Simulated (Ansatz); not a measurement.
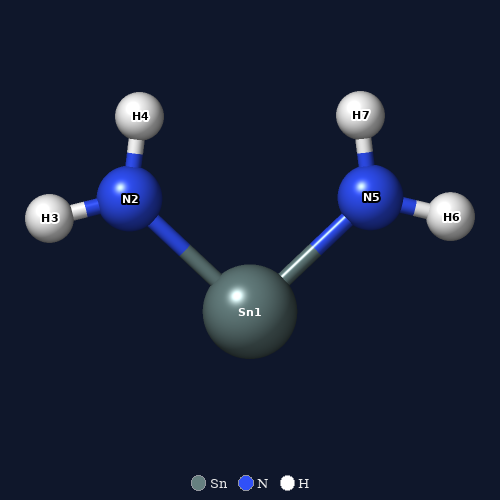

The system is Sn(NH2)2; the picture shows the reference structure. First axis: dihedral N5–Sn1–N2–H3. Second axis: dihedral N2–Sn1–N5–H6. Nothing is relaxed (all other coordinates rigid). The grid has 18 × 18 points; 292 points were computed and 32 follow by symmetry. Points are written as (first, second). All energies are given in eV relative to the lowest grid point. These are results of RKS r2SCAN-D4/def2-SVP (Ansatz), not measurements.

Its coordinates:

```xyz
7

Sn    0.0063    0.6435   -1.2647
N     1.4861   -0.0216   -0.0260
H     2.4739    0.0666   -0.2459
H     1.3580   -0.4773    0.8745
N    -1.4859    0.0397   -0.0097
H    -2.4716    0.1695   -0.2182
H    -1.3668   -0.4204    0.8899
```

Range: dihedral N5–Sn1–N2–H3 from −180 to 160°; dihedral N2–Sn1–N5–H6 from −180 to 160°.

### What will the energy surface look like?

The lowest grid point is at (−180°, −180°); the map holds 3 wells of about this depth. There is a further well near (0°, 0°) (0.009 eV above the lowest at that grid point). The highest grid point, (−80°, 80°), lies 1.36 eV above the lowest. On the interpolated surface the easiest way out of the lowest well to a well of about the same depth near (−180°, 0°) passes a barrier of about 0.47 eV. Round the minimum the valley is somewhat tilted: raising dihedral N5–Sn1–N2–H3 shifts the best value of dihedral N2–Sn1–N5–H6 upwards (coupling k₁₂/√(k₁₁k₂₂) about −0.3).

```tsv
dihedral N2–Sn1–N5–H6 ↓, dihedral N5–Sn1–N2–H3 →	−180	−140	−100	−60	−20	20	60	100	140
140	0.17	0.45	0.78	0.54	0.19	0.27	0.67	0.74	0.33
100	0.45	0.78	1.35	1.04	0.51	0.54	1.10	1.33	0.74
60	0.33	0.54	1.04	0.94	0.44	0.36	0.79	1.10	0.67
20	0.05	0.19	0.51	0.44	0.13	0.07	0.36	0.54	0.27
−20	0.05	0.27	0.54	0.36	0.07	0.13	0.44	0.51	0.19
−60	0.33	0.67	1.10	0.78	0.36	0.44	0.94	1.04	0.54
−100	0.45	0.74	1.33	1.10	0.54	0.51	1.04	1.35	0.78
−140	0.17	0.33	0.74	0.67	0.27	0.19	0.54	0.78	0.45
−180	0.00	0.17	0.45	0.33	0.05	0.05	0.33	0.45	0.17
```

The table holds every second grid line.

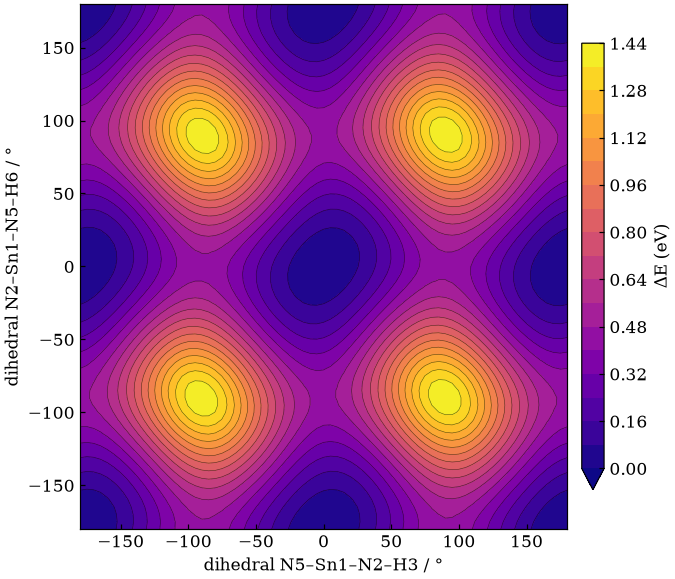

In the figure: filled contours. Between grid points the surface is interpolated.

Time for the 292 points that were run: 8.5 min on 1 thread of Intel(R) Xeon(R) 6975P-C (Granite Rapids), on a shared host.
